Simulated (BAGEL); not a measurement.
# CH3FGeO (SMILES C[O][Ge][F]): HF/3-21G (density fitting with qzvpp-jkfit)

What is the vertical ionisation energy of CH3FGeO at HF/3-21G (density fitting with qzvpp-jkfit)? 

Program for the calculation: BAGEL 1.2.2.

2 further runs of the same task are left out: 2 set aside as unsound or not needed.

### Step 1. The molecule

CH3FGeO has 7 atoms, charge 0, and is taken as a singlet. SMILES: `C[O][Ge][F]`. Geometry: relaxed at PBE0-D4/def2-TZVP. This is one conformer, not always the lowest.

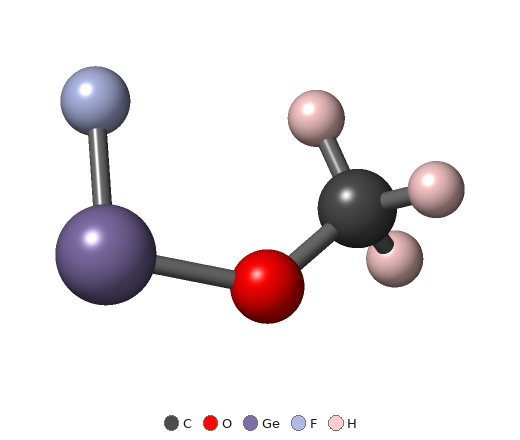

The structure, seen from a chosen angle (carbon dark grey, oxygen red, germanium purple, fluorine light blue, hydrogen pink).

### Step 2. A single-point energy at HF/3-21G (density fitting with qzvpp-jkfit)

File job.json:

```json
{ "bagel": [

{
  "title": "molecule",
  "basis": "3-21g",
  "df_basis": "qzvpp-jkfit",
  "angstrom": true,
  "geometry": [
    { "atom": "C", "xyz": [   -0.504800,    0.491500,    0.394900 ] },
    { "atom": "O", "xyz": [    0.412400,    0.624200,   -0.671900 ] },
    { "atom": "Ge", "xyz": [    1.441700,   -0.610700,   -1.398400 ] },
    { "atom": "F", "xyz": [    0.967400,   -1.990600,   -0.400200 ] },
    { "atom": "H", "xyz": [   -0.548500,   -0.532200,    0.773800 ] },
    { "atom": "H", "xyz": [   -0.208000,    1.161100,    1.206600 ] },
    { "atom": "H", "xyz": [   -1.498700,    0.788500,    0.049700 ] }
  ]
},
{ "title": "hf" },
{ "title": "print", "file": "orbitals.molden", "orbitals": true }

]}
```

Started as:

```sh
$ BAGEL_NUM_THREADS=1 BAGEL job.json > job.out
```

The log of the run:

```text
* using 1 threads per process

  ===============================================================
  ===============================================================

  *** Geometry ***

  { "atom" : "C", "xyz" : [     -0.953934,      0.928800,      0.746253 ] },
  { "atom" : "O", "xyz" : [      0.779323,      1.179567,     -1.269707 ] },
  { "atom" : "Ge", "xyz" : [      2.724418,     -1.154056,     -2.642593 ] },
  { "atom" : "F", "xyz" : [      1.828121,     -3.761689,     -0.756268 ] },
  { "atom" : "H", "xyz" : [     -1.036515,     -1.005712,      1.462270 ] },
  { "atom" : "H", "xyz" : [     -0.393063,      2.194161,      2.280144 ] },
  { "atom" : "H", "xyz" : [     -2.832133,      1.490049,      0.093919 ] },

  Number of auxiliary basis functions:      549

  Since a DF basis is specified, we compute 2- and 3-index integrals:
    o Being stored without compression. Storage requirement is 0.013 GB

  Number of basis functions:       55
  Number of electrons      :       58

    * METHOD: MOLECULE                             0.26

  *** RHF ***

  === Nuclear Repulsion ===
   275.6898034209

      * DIIS with orbital gradients will be used.

  === RHF iteration (3-21g) ===
      0      -2277.98046751          0.02699185           0.07
      1      -2278.09725929          0.01832875           0.07
      2      -2278.16422982          0.00130431           0.06
      3      -2278.16503715          0.00067104           0.06
      4      -2278.16516422          0.00015300           0.07
      5      -2278.16518472          0.00003679           0.07
      6      -2278.16518562          0.00001186           0.06
      7      -2278.16518569          0.00000366           0.06
      8      -2278.16518569          0.00000141           0.06
      9      -2278.16518570          0.00000059           0.06
     10      -2278.16518570          0.00000027           0.06
     11      -2278.16518570          0.00000011           0.06
     12      -2278.16518570          0.00000004           0.06
     13      -2278.16518570          0.00000001           0.06
     14      -2278.16518570          0.00000000           0.06
    * SCF iteration converged.

    * Permanent dipole moment:
           (    0.049264,    -0.217536,     0.019770) a.u.

    * METHOD: HF                                   1.15

    * METHOD: PRINT                                0.01

  ===============================================================
```

Wall time 1.6 s (1 thread of Arm Neoverse V1, shared host); peak memory 0.099 GiB.

### Step 3. The doublet cation at the same level

File input.json:

```json
{ "bagel" : [

{
  "title" : "molecule",
  "basis" : "3-21g",
  "df_basis" : "qzvpp-jkfit",
  "angstrom" : true,
  "geometry" : [
    { "atom" : "C", "xyz" : [      -0.504800,       0.491500,       0.394900 ] },
    { "atom" : "O", "xyz" : [       0.412400,       0.624200,      -0.671900 ] },
    { "atom" : "Ge", "xyz" : [       1.441700,      -0.610700,      -1.398400 ] },
    { "atom" : "F", "xyz" : [       0.967400,      -1.990600,      -0.400200 ] },
    { "atom" : "H", "xyz" : [      -0.548500,      -0.532200,       0.773800 ] },
    { "atom" : "H", "xyz" : [      -0.208000,       1.161100,       1.206600 ] },
    { "atom" : "H", "xyz" : [      -1.498700,       0.788500,       0.049700 ] }
  ]
},

{
  "title" : "uhf",
  "charge" : 1,
  "nopen" : 1
},

{
  "title" : "print",
  "file" : "orbitals.molden",
  "orbitals" : true
}

]}
```

Started as:

```sh
$ BAGEL_NUM_THREADS=1 BAGEL input.json > input.out
```

The log of the run:

```text
* using 1 threads per process

  ===============================================================
  ===============================================================

  *** Geometry ***

  { "atom" : "C", "xyz" : [     -0.953934,      0.928800,      0.746253 ] },
  { "atom" : "O", "xyz" : [      0.779323,      1.179567,     -1.269707 ] },
  { "atom" : "Ge", "xyz" : [      2.724418,     -1.154056,     -2.642593 ] },
  { "atom" : "F", "xyz" : [      1.828121,     -3.761689,     -0.756268 ] },
  { "atom" : "H", "xyz" : [     -1.036515,     -1.005712,      1.462270 ] },
  { "atom" : "H", "xyz" : [     -0.393063,      2.194161,      2.280144 ] },
  { "atom" : "H", "xyz" : [     -2.832133,      1.490049,      0.093919 ] },

  Number of auxiliary basis functions:      549

  Since a DF basis is specified, we compute 2- and 3-index integrals:
    o Being stored without compression. Storage requirement is 0.013 GB

  Number of basis functions:       55
  Number of electrons      :       58

    * METHOD: MOLECULE                             0.25

  *** Open-shell HF ***

  === Nuclear Repulsion ===
   275.6898034209

      * DIIS with orbital gradients will be used.

  === UHF iteration (3-21g) ===
      0      -2277.60731299          0.04934860           0.13
      1      -2277.73224416          0.03736872           0.13
      2      -2277.77560170          0.02521213           0.13
      3      -2277.80884937          0.00148800           0.13
      4      -2277.80945104          0.00097163           0.13
      5      -2277.80963168          0.00029351           0.12
      6      -2277.80971199          0.00022374           0.12
      7      -2277.80975527          0.00018197           0.13
      8      -2277.80982891          0.00013363           0.13
      9      -2277.80989469          0.00007340           0.13
     10      -2277.80992328          0.00004182           0.13
     11      -2277.80992853          0.00001976           0.12
     12      -2277.80993023          0.00001260           0.13
     13      -2277.80993112          0.00000618           0.13
     14      -2277.80993124          0.00000364           0.13
     15      -2277.80993126          0.00000201           0.12
     16      -2277.80993127          0.00000109           0.12
     17      -2277.80993127          0.00000049           0.12
     18      -2277.80993127          0.00000028           0.12
     19      -2277.80993127          0.00000024           0.12
     20      -2277.80993127          0.00000021           0.13
     21      -2277.80993127          0.00000020           0.13
     22      -2277.80993127          0.00000015           0.13
     23      -2277.80993127          0.00000010           0.13
     24      -2277.80993127          0.00000006           0.13
     25      -2277.80993127          0.00000002           0.13
     26      -2277.80993127          0.00000001           0.13
     27      -2277.80993127          0.00000001           0.13
    * SCF iteration converged.

    * S^2 (UHF) is 0.7654

    * Permanent dipole moment:
           (   -0.786955,    -0.183220,     0.939925) a.u.

    * METHOD: UHF                                  3.73

    * METHOD: PRINT                                0.01

  ===============================================================
```

Run time: 4.2 s. Hardware: 1 thread of Arm Neoverse V1, shared host; peak memory 0.099 GiB.

### Step 4. Results

Level: HF/3-21G (density fitting with qzvpp-jkfit).

```
                                          quantity           value
                     singlet CH3FGeO: total energy  -2278.16519 Eh
                    singlet CH3FGeO: dipole moment          0.57 D
                      singlet CH3FGeO: HOMO energy       -10.44 eV
                      singlet CH3FGeO: LUMO energy         1.33 eV
                    singlet CH3FGeO: HOMO–LUMO gap        11.77 eV
                      doublet cation: total energy  -2277.80993 Eh
                              doublet cation: ⟨S²⟩           0.765
vertical ionisation energy (to the doublet cation)        9.667 eV
```

**Reading.** The vertical ionisation energy comes to 9.67 eV (223 kcal/mol). The negative HOMO energy of the first species, 10.44 eV, lies 0.78 eV above that difference.
